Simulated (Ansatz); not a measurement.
C2H6BFSi2: several calculations on one system

**1. Relaxation**

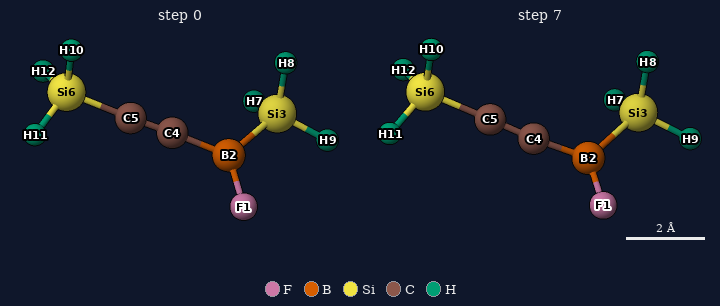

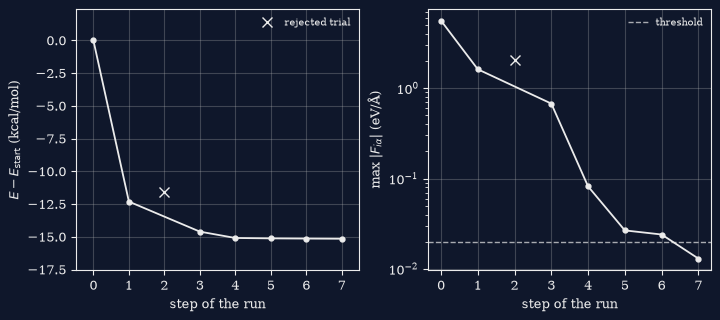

First and last geometry of a relaxation of C2H6BFSi2, with the history of the run. The picture is a ball-and-stick view, seen at a tilt.

The run prepares an end point of a later path (hydrogen shift) calculation, from a guessed geometry.

Computed with RKS PBE/def2-SVP (Ansatz).

Input
```yaml
crystal:
  periodic: [false, false, false]
  atoms:
    - { symbol: F, position_ang: [-2.0491, -2.0694, 0.1872] }
    - { symbol: B, position_ang: [-1.0674, -1.1196, 0.6133] }
    - { symbol: Si, position_ang: [-0.6372, -1.0019, 2.4809] }
    - { symbol: C, position_ang: [-0.2533, -0.2303, -0.4096] }
    - { symbol: C, position_ang: [0.2544, 0.4409, -1.2241] }
    - { symbol: Si, position_ang: [1.1265, 1.5025, -2.4125] }
    - { symbol: H, position_ang: [0.8384, -1.3551, 2.6768] }
    - { symbol: H, position_ang: [-0.7921, 0.3866, 2.9633] }
    - { symbol: H, position_ang: [-1.441, -1.9178, 3.3037] }
    - { symbol: H, position_ang: [0.7034, 2.8863, -2.2273] }
    - { symbol: H, position_ang: [0.7995, 1.0297, -3.7511] }
    - { symbol: H, position_ang: [2.595, 1.3929, -2.1667] }
basis:
  gaussian: { orbitals: def2-SVP }
hamiltonian:
  xc: pbe
relax:
  f_tol: 0.02
  max_steps: 50
```

Launched with:
```bash
ansatz run input.yaml --threads 2 --pin off --max-ram 3072MiB --backend cpu --events-out ev --progress --plain --runs-dir out
```

What do the curves and the structures tell?

It converged. Over 6 accepted moves (7 points after the start) the energy falls by 15.1 kcal/mol. Largest force component: 5.6 eV/Å at the start, 0.013 eV/Å at the end. The line search rejected the trial step at point 2 of the run. The largest move after the best rigid fit is that of C4, 0.18 Å. By element the largest moves are C 0.18 Å, H 0.14 Å, B 0.08 Å, Si 0.07 Å, F 0.06 Å. Among the contacts that change: B2–Si3 1.920 → 2.045 Å, F1–B2 1.431 → 1.341 Å, C4–C5 1.171 → 1.240 Å, B2–C4 1.581 → 1.527 Å. Among the angles between lasting bonds that change: F1–B2–C4 122.3° → 119.2°, C4–C5–Si6 176.4° → 179.1°, C5–Si6–H11 107.7° → 110.0°.

**2. Relaxation**

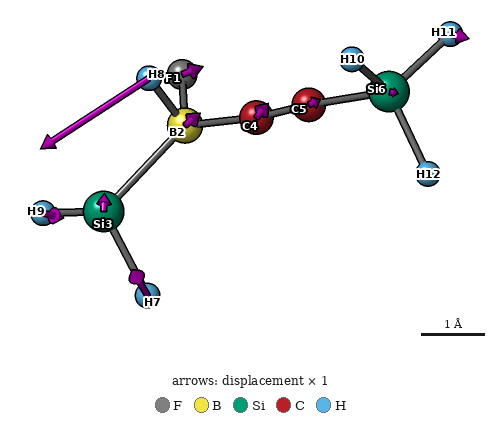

This is a relaxation of C2H6BFSi2. The starting structure is drawn; purple arrows show the displacements, at their true length. The two geometries are superimposed by the best rigid fit.

The picture is a ball-and-stick view, seen from a free direction.

The run prepares an end point of a later path (hydrogen shift) calculation, from a guessed geometry.

Computed with RKS PBE/def2-SVP in Ansatz. Set-up: no spin polarisation; force threshold 0.02 eV/Å; at most 50 steps.

Q: Atoms of which element are displaced furthest, and by how much?

A: Hydrogen: up to 2.13 Å, against 0.40 Å for fluorine.

Q: What happened in the run?

A: The largest move after the best rigid fit is that of H8, 2.13 Å. By element the largest moves are H 2.13 Å, F 0.40 Å, B 0.38 Å, C 0.38 Å, Si 0.33 Å. Some distances before and after: B2–H8 1.170 → 2.905 Å, Si3–H8 2.315 → 1.510 Å, B2–Si3 1.920 → 2.045 Å, F1–B2 1.431 → 1.341 Å. New bonds form, among them: Si3–H8 (2.32 → 1.51 Å). Bonds break, among them: B2–H8 (1.17 → 2.91 Å). Bond angles that change, for instance: C4–C5–Si6 176.4° → 179.7°, F1–B2–C4 122.3° → 119.2°, B2–Si3–H7 109.1° → 111.4°. Groups turn about B2–Si3 by about 25°. The energy falls by 3.846 eV in 20 accepted moves (22 points after the start). The largest force component goes from 5.7 to 0.0092 eV/Å. The line search rejected the trial steps at points 16, 18 of the run. Cost: 79 s on 2 threads of Intel(R) Xeon(R) Platinum 8259CL CPU @ 2.50GHz (Skylake/Cascade Lake) (shared host), peak memory 0.18 GiB.

**3. Path**

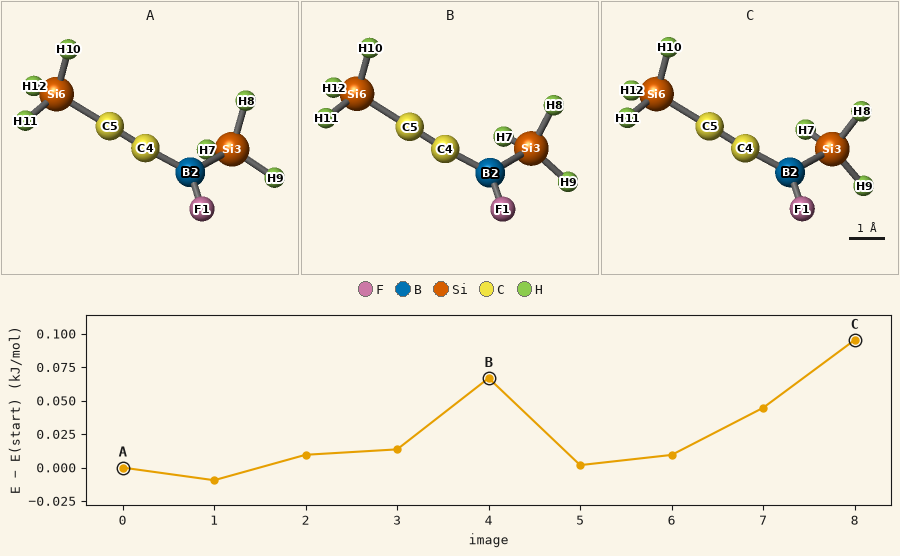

A nudged-elastic-band calculation for C2H6BFSi2. Images are numbered from 0 (start) to 8 (end). Frames A to C are images 0, 4, 8. Style: ball-and-stick. Shown from a free direction.

All numbers below come from RKS PBE/def2-SVP in Ansatz. Run with 7 movable images; climbing image; force threshold 0.03 eV/Å; iteration limit 56; starting path through a guess of the saddle point.

> Read off the barrier and say what moves.

No barrier shows: the energy is highest at the end, and the end lies 0.10 kJ/mol above the start. No bond forms or breaks between the ends. The band converged in 31 iterations. The largest component of the band force went from 5.9 to 0.021 eV/Å.

The run took 9.7 min on 2 threads of Intel(R) Xeon(R) Platinum 8259CL CPU @ 2.50GHz (Skylake/Cascade Lake), with other jobs on the host, peak memory 0.19 GiB.
